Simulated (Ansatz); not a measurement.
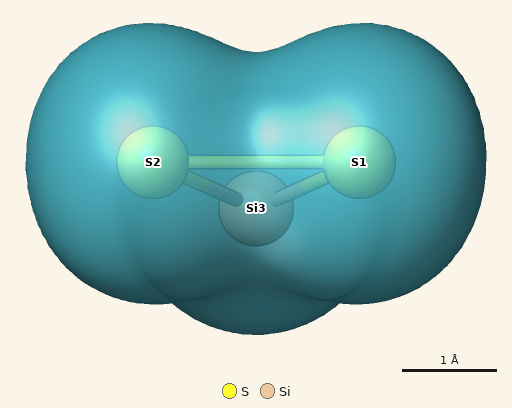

*S₂Si (SMILES [Si-2]1[S+]=[S+]1). Isosurface of the total electron density at 0.1 e/Å³ (cyan), seen from one side.*

Geometry: B3LYP/6-31G*.

These are results of Ansatz, isolated molecule in a Gaussian basis; Kohn-Sham density functional theory, functional PBE0, not measurements.

### How is the density connected at this value?

At this value the surface is in one piece. It bridges the sampled Si–S (2.14 Å) and S–S (2.20 Å) contacts, where the density stays above the isovalue. On the grid the lowest density along these lines, outside the cores, is 0.62 e/Å³ (Si–S, 2.14 Å) and 0.75 e/Å³ (S–S, 2.20 Å).
